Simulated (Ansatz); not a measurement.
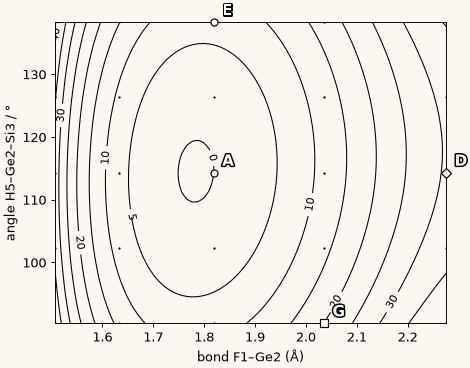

FGeH5Si, SMILES [F][GeH2][SiH3]. Two internal coordinates are moved rigidly from the geometry relaxed at PBE0-D4/def2-TZVP, all others fixed. First axis: bond F1–Ge2. Second axis: angle H5–Ge2–Si3. The scan uses a 5 × 5 grid. Points are written as (first, second). Energies are in kcal/mol, from the lowest grid point. These are results of RKS PBE-D4/def2-TZVPP (Ansatz), not measurements.

In the figure: contour lines labelled in kcal/mol, dots at the grid points, lettered points. Between grid points the surface is interpolated.

> Rank the lettered points by energy, lowest first.

A (0.0 kcal/mol), E (7.0 kcal/mol), G (20.1 kcal/mol), D (30.6 kcal/mol).
